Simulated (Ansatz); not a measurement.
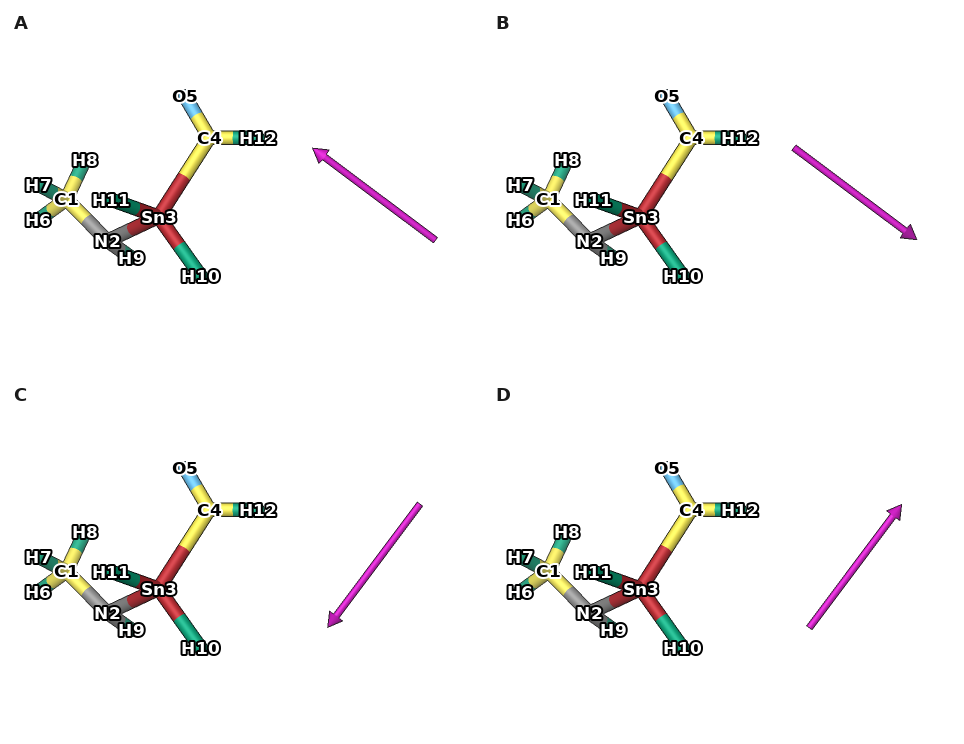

The same molecule four times, each with an arrow. The geometry was computed by an optimisation with PBE-D4/def2-SVP. No frequency run is at hand to confirm it as a minimum. Method: RKS PBE-D4/def2-SVP, core potentials on Sn (Ansatz 0.2.0).

Which arrow points along the dipole moment, from the negative to the positive end?

Answer. B. The dipole moment is 1.45 D; it points from the side of H7 to the side of H10 (the outermost atoms at the two ends).
